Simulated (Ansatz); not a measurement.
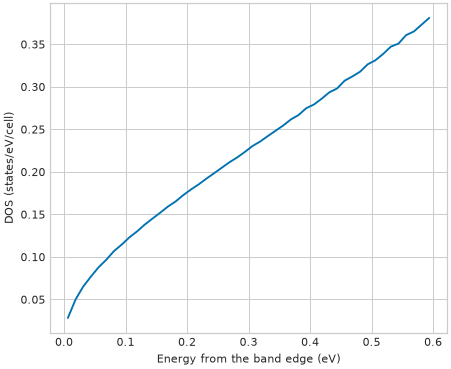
Figure: Density of states of Si (Fd-3m) below the valence band maximum, PBEsol, rigid bands run with Ansatz (a quantum-chemistry and plane-wave program); cell volume 40.1 Å³.

What effective density of states at 300 K does this give (∫ g(E) exp(−E/k_BT) dE, both spins, divided by the cell's size)?

3.4e19 cm⁻³, a density-of-states mass of 1.23 mₑ, valleys and band degeneracy included.

Spin-orbit coupling is left out; where it splits the top of the valence band, N_v and the p-type Seebeck coefficient come out somewhat high without it. Geometry: cell and atoms relaxed with PBEsol.
